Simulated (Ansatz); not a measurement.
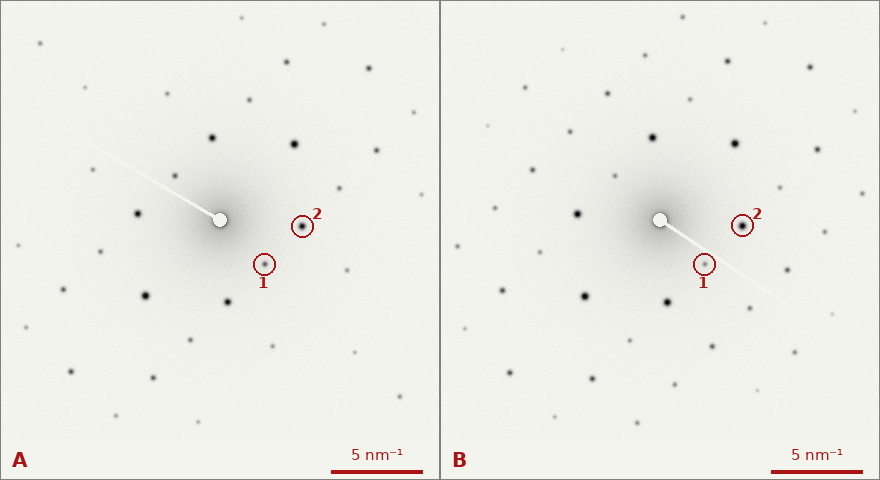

Kinematic electron diffraction patterns (200 kV, B = 0.5 Å², same scale) along [011] of the run's own cell, for the start and the end of one relaxation of Cu2B with DFT, PAW plane waves, pbe (Ansatz 0.2.0). k mesh 8×8×5. The start is a generated model structure, and the relaxation ends in the nearest stationary point of its symmetry, not necessarily the ground state. Spot 1 is 0 -1 1 and spot 2 is 1 -1 1 in both.

Start structure:

```
CELL_PARAMETERS angstrom
3.39717 0.00000 0.00000
0.00000 3.39717 0.00000
0.00000 0.00000 5.32894
ATOMIC_POSITIONS crystal
B 0.00000 0.50000 0.70900
B 0.50000 0.00000 0.29100
Cu 0.00000 0.00000 0.00000
Cu 0.50000 0.50000 0.00000
Cu 0.00000 0.50000 0.30300
Cu 0.50000 0.00000 0.69700
```

Q: Which pattern belongs to the start structure, and which to the relaxed one?

A: A is the start: its cell gives d(1) = 2.865 Å, d(2) = 2.190 Å and an angle of 40.1°. The spot positions hardly differ, so the intensities decide: those computed from the start structure match A, and B is the relaxed structure.

Q: Name reflections whose intensity changes strongly on relaxation.

A: 0 2 -2, 2 -2 2 come into sight; 1 2 -2 goes from 2.6 to 11 % of the strongest spot; 0 1 -1 goes from 11 to 3.2 % of the strongest spot.

Q: Summarise the relaxation behind the change.

A: The volume changed by +0.6 % to 10.31 Å³ an atom; with the mean shift removed, the atoms moved by up to 0.37 Å relative to the cell (Cu most); the space group stayed P4/nmm (No. 129); the free energy fell by 220 meV an atom. Relaxed cell: a = 3.371 Å, b = 3.371 Å, c = 5.445 Å, α = 90.00°, β = 90.00°, γ = 90.00°.
